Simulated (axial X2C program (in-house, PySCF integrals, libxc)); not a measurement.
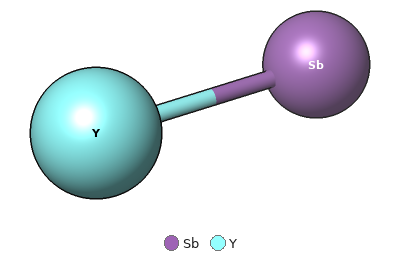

Figure 1. The molecule at the reference distance of 2.776 Å.

**Relativistic diatomic calculation for SbY**

- system: SbY, single determinant with Ω = 2.
- method: BLYP, two-component X2C with atomic mean-field Coulomb and Gaunt terms, Sb dyall-v2z, Y dyall-v2z (cores contracted) (axial X2C program (in-house, PySCF integrals, libxc))

**Input file**
```
{"zs": [51, 39], "q": 0, "bas": ["dyall-v2z", "dyall-v2z"], "levels": ["PBE0", "HF", "r2SCAN0", "BLYP"], "cc": false, "r0": 3.03, "npts": 10, "nst": 2, "ntry": 6, "opt": {"nrad": 30, "nth": 6}}
```

The line is the task of a batch: nuclear charges, charge, bases, the levels to run, a first guess of the distance and further settings. This report covers BLYP with spin-orbit coupling. The log is that of the reference distance 2.776 Å.

Hardware: 1 thread of Arm Neoverse N1, 98 GiB of memory available, shared host.

The run was one of a batch that the task file lists, launched with:
```bash
python <driver script> task.json out
```

**Output**
```
two-component X2C + atomic mean field  BLYP
basis functions 159  fitting functions 970  grid points 348
iter        total energy     max residual
   1      -9862.134324613     1.31e-01
   2      -9862.124263789     2.81e-02
   3      -9861.945946495     4.76e-02
   4      -9862.142687016     3.46e-03
   5      -9862.142523537     5.03e-03
   6      -9862.143269753     2.79e-03
   7      -9862.143479568     6.24e-04
   8      -9862.143492055     1.85e-04
   9      -9862.143493164     4.07e-05
  10      -9862.143493229     9.19e-06
  11      -9862.143493232     1.34e-06
  12      -9862.143493232     7.51e-07
converged
one-electron -14325.91242667  Coulomb 4372.64499948  exact exchange 0.00000000  xc functional -282.79535611  nuclear repulsion 379.15470912  atomic mean-field constant -5.23541905
```

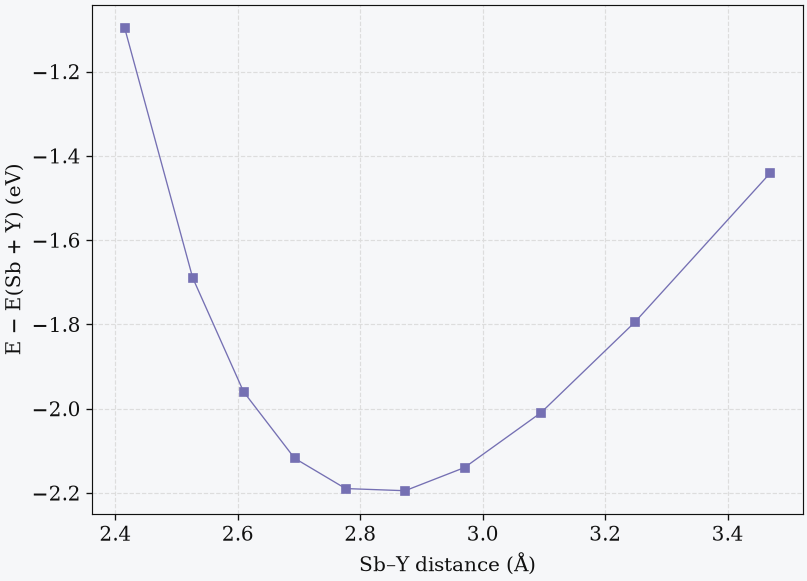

Figure 2. Energy at 10 bond lengths, for one set of occupations held fixed; the line joins the points. A polynomial of degree 6 through 9 points gives rₑ = 2.830 Å, ωₑ = 198.5 cm⁻¹, ωₑxₑ = 0.41 cm⁻¹ and Bₑ = 0.04108 cm⁻¹. The minimum lies 2.20 eV below Sb + Y, each computed as one determinant at the same level.

**Outcome**

| quantity | value |
| --- | --- |
| outcome | converged |
| bond length rₑ | 2.830 Å |
| ωₑ | 198.5 cm⁻¹ |
| energy at the minimum | −9862.14392 hartree |
| depth below the fragments | 2.20 eV |
| wall time | 1.9 s |

**What is odd here**

The input is odd on purpose: coarse grid (nrad = 30.0) (nth = 6.0). The program ran to the end. Its numbers are those of the input as typed; this run alone doesn't show how far the oddity moves them. Caveats: at some distances an empty level lies below a filled one, since the occupations are held fixed.
